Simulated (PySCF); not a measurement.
# YOCl: a change of charge

Aim: at the relaxed geometry of YOCl, try a change of charge. The species was built from a template and needn't be a known compound.

Program: PySCF 2.14.0. Level of theory: PBE0, Y def2-SVP with ECP28, O def2-SVP, Cl def2-SVP; scalar-relativistic core potentials, no spin–orbit coupling. These are calculated values, not measurements.

1 further run of the same task is left out (for a known fault of the program).

**1. The system as given**

3 atoms, charge 0, spin multiplicity 1.

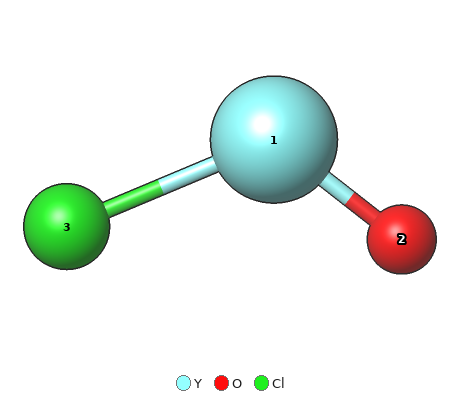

The geometry (yttrium teal, oxygen red, chlorine green); atoms are numbered from 1 in the order of the file.

Geometry (Å):

```tsv
atom	x (Å)	y (Å)	z (Å)
Y1	0.37504	0.00000	-0.47479
O2	1.91051	0.00000	0.47141
Cl3	-1.80624	0.00000	0.74208
```

Formal oxidation states: Y +3. An earlier session relaxed this geometry at PBE0, Y def2-SVP with ECP28, O def2-SVP, Cl def2-SVP (singlet, point group Cs).

Its energy there is -573.399010 Eh.

**2. One electron removed, multiplicity 2**

The input, run.py (the lines that set the calculation):

```python
mol = gto.M(atom='''
Y      0.37504     0.00000    -0.47479
O      1.91051     0.00000     0.47141
Cl    -1.80624     0.00000     0.74208''',
    basis={'Y': 'def2-SVP', 'O': 'def2-SVP', 'Cl': 'def2-SVP'},
    ecp={'Y': 'def2-SVP'},
    charge=1, spin=1)
mf = dft.UKS(mol, xc='PBE0')
mf.grids.atom_grid = (50, 194)
mf = mf.density_fit()  # fitting sets: Y def2-universal-JKFIT, O def2-universal-JKFIT, Cl def2-universal-JKFIT
mf.conv_tol = 1e-08; mf.max_cycle = 55
mf.kernel(dm0)  # dm0: the density of the relaxed state
```

Command:

```console
$ OMP_NUM_THREADS=2 python run.py
```

What it wrote:

```text
init E= -573.411700413617
  HOMO = -0.262864958217  LUMO = -0.248049151996  gap/eV = 0.40316
cycle= 1 E= -572.977483795956  delta_E= 0.434  |g|= 0.411  |ddm|= 0.799
  HOMO = -0.502122028854  LUMO = -0.481019968906  gap/eV = 0.57422
cycle= 2 E= -572.405536815829  delta_E= 0.572  |g|= 1.13  |ddm|= 1.16
  HOMO = -0.537232155169  LUMO = -0.451070319175  gap/eV = 2.34458
cycle= 3 E= -573.042813953868  delta_E= -0.637  |g|= 0.178  |ddm|= 1.07
  HOMO = -0.497146326521  LUMO = -0.429364253472  gap/eV = 1.84444
cycle= 4 E= -573.058645488187  delta_E= -0.0158  |g|= 0.0646  |ddm|= 0.296
  HOMO = -0.507189961125  LUMO = -0.419204364072  gap/eV = 2.39421
cycle= 5 E= -573.061298496012  delta_E= -0.00265  |g|= 0.0392  |ddm|= 0.159
  HOMO = -0.506960537044  LUMO = -0.418262970681  gap/eV = 2.41358
cycle= 6 E= -573.062301349167  delta_E= -0.001  |g|= 0.0161  |ddm|= 0.0458
  HOMO = -0.50642354715  LUMO = -0.417086011729  gap/eV = 2.43100
cycle= 7 E= -573.062480198481  delta_E= -0.000179  |g|= 0.00727  |ddm|= 0.0236
  HOMO = -0.506364785975  LUMO = -0.416889647984  gap/eV = 2.43474
cycle= 8 E= -573.062526858865  delta_E= -4.67e-05  |g|= 0.00321  |ddm|= 0.0139
  HOMO = -0.506355902504  LUMO = -0.416929325897  gap/eV = 2.43342
cycle= 9 E= -573.062544748837  delta_E= -1.79e-05  |g|= 0.00103  |ddm|= 0.0102
  HOMO = -0.506399844415  LUMO = -0.416943622131  gap/eV = 2.43423
cycle= 10 E= -573.06255364552  delta_E= -8.9e-06  |g|= 0.000958  |ddm|= 0.00831
  HOMO = -0.506489101544  LUMO = -0.416904823278  gap/eV = 2.43771
cycle= 11 E= -573.062562129772  delta_E= -8.48e-06  |g|= 0.000805  |ddm|= 0.00935
  HOMO = -0.506630458927  LUMO = -0.416787641889  gap/eV = 2.44475
cycle= 12 E= -573.062574020587  delta_E= -1.19e-05  |g|= 0.000342  |ddm|= 0.022
  HOMO = -0.50663613664  LUMO = -0.41682333709  gap/eV = 2.44393
cycle= 13 E= -573.062575421113  delta_E= -1.4e-06  |g|= 0.000214  |ddm|= 0.00775
  HOMO = -0.506663304691  LUMO = -0.416867146821  gap/eV = 2.44348
cycle= 14 E= -573.062575592992  delta_E= -1.72e-07  |g|= 0.000113  |ddm|= 0.00269
  HOMO = -0.506672967785  LUMO = -0.41684727738  gap/eV = 2.44428
cycle= 15 E= -573.062575605879  delta_E= -1.29e-08  |g|= 3.33e-05  |ddm|= 0.00058
  HOMO = -0.506668549947  LUMO = -0.416839733548  gap/eV = 2.44437
cycle= 16 E= -573.062575607041  delta_E= -1.16e-09  |g|= 5.22e-06  |ddm|= 0.000128
  HOMO = -0.506668822528  LUMO = -0.416842586221  gap/eV = 2.44430
Extra cycle  E= -573.062575607019  delta_E= 2.19e-11  |g|= 1.03e-05  |ddm|= 1.51e-05
converged SCF energy = -573.062575607019  <S^2> = 0.76280767  2S+1 = 2.0127669
```

It took 1.2 s on 2 threads of Intel Xeon Platinum 8259CL at 2.50GHz (Skylake/Cascade Lake), shared host.

Read off: E = -573.062576 Eh (+9.155 eV from the relaxed state), HOMO -13.79 eV, LUMO -11.34 eV (over both spins), ⟨S²⟩ = 0.763, Mulliken charge on Y1 +1.24 e. 

**3. One electron added, multiplicity 2**

Changes to run.py (the lines that set the calculation) since step 2:

```diff
@@ -6,3 +6,3 @@
     ecp={'Y': 'def2-SVP'},
-    charge=1, spin=1)
+    charge=-1, spin=1)
 mf = dft.UKS(mol, xc='PBE0')
```

Command:

```console
$ OMP_NUM_THREADS=2 python run.py
```

What it wrote:

```text
init E= -573.410365535143
  HOMO = -0.0926660968553  LUMO = -0.090429007481  gap/eV = 0.06087
cycle= 1 E= -573.428449919374  delta_E= -0.0181  |g|= 0.119  |ddm|= 1.01
  HOMO = 0.0320038965587  LUMO = 0.102775933867  gap/eV = 1.92581
cycle= 2 E= -573.430348393707  delta_E= -0.0019  |g|= 0.156  |ddm|= 0.771
  HOMO = 0.0145185013198  LUMO = 0.0858121751045  gap/eV = 1.94000
cycle= 3 E= -573.441101340543  delta_E= -0.0108  |g|= 0.0866  |ddm|= 0.226
  HOMO = 0.00948934856529  LUMO = 0.0803141417496  gap/eV = 1.92724
cycle= 4 E= -573.444156492503  delta_E= -0.00306  |g|= 0.0121  |ddm|= 0.0684
  HOMO = 0.00723693920479  LUMO = 0.0777672177039  gap/eV = 1.91923
cycle= 5 E= -573.444247174971  delta_E= -9.07e-05  |g|= 0.00496  |ddm|= 0.0317
  HOMO = 0.00671730248181  LUMO = 0.0771450414619  gap/eV = 1.91644
cycle= 6 E= -573.444269483977  delta_E= -2.23e-05  |g|= 0.00125  |ddm|= 0.0144
  HOMO = 0.00671401411241  LUMO = 0.0770561664202  gap/eV = 1.91411
cycle= 7 E= -573.444273430186  delta_E= -3.95e-06  |g|= 0.000429  |ddm|= 0.00909
  HOMO = 0.00672242368266  LUMO = 0.0770656103626  gap/eV = 1.91414
cycle= 8 E= -573.444273838751  delta_E= -4.09e-07  |g|= 0.000182  |ddm|= 0.00178
  HOMO = 0.00673074448499  LUMO = 0.0770882046314  gap/eV = 1.91452
cycle= 9 E= -573.44427390625  delta_E= -6.75e-08  |g|= 7e-05  |ddm|= 0.00077
  HOMO = 0.00673459497987  LUMO = 0.0771027795802  gap/eV = 1.91482
cycle= 10 E= -573.444273914259  delta_E= -8.01e-09  |g|= 1.86e-05  |ddm|= 0.000386
  HOMO = 0.00673528469569  LUMO = 0.0771055091632  gap/eV = 1.91487
Extra cycle  E= -573.444273914908  delta_E= -6.5e-10  |g|= 1.59e-05  |ddm|= 0.000101
converged SCF energy = -573.444273914908  <S^2> = 0.75084101  2S+1 = 2.0008408
```

Wall time 0.9 s (2 threads of Intel Xeon Platinum 8259CL at 2.50GHz (Skylake/Cascade Lake), shared host).

Result: E = -573.444274 Eh (-1.232 eV from the relaxed state), HOMO 0.18 eV, LUMO 2.10 eV (over both spins), ⟨S²⟩ = 0.751, Mulliken charge on Y1 -0.12 e. The highest filled level lies above zero; it isn't the detachment energy.

**4. Results**

| state | energy from the relaxed state (eV) | ⟨S²⟩ | time |
| --- | --- | --- | --- |
| charge 0, singlet, vacuum (relaxed) | 0 | 0.00 |  |
| charge -1, doublet, vacuum | -1.23 | 0.75 | 0.9 s |
| charge +1, doublet, vacuum | 9.15 | 0.76 | 1.2 s |

An electron taken off or put on is at rest in vacuum. 

Removing an electron vertically costs 9.15 eV (doublet), against −HOMO = 7.02 eV. Adding an electron vertically releases 1.23 eV (doublet). The bases are small and lack diffuse functions. Spin–orbit coupling is left out.
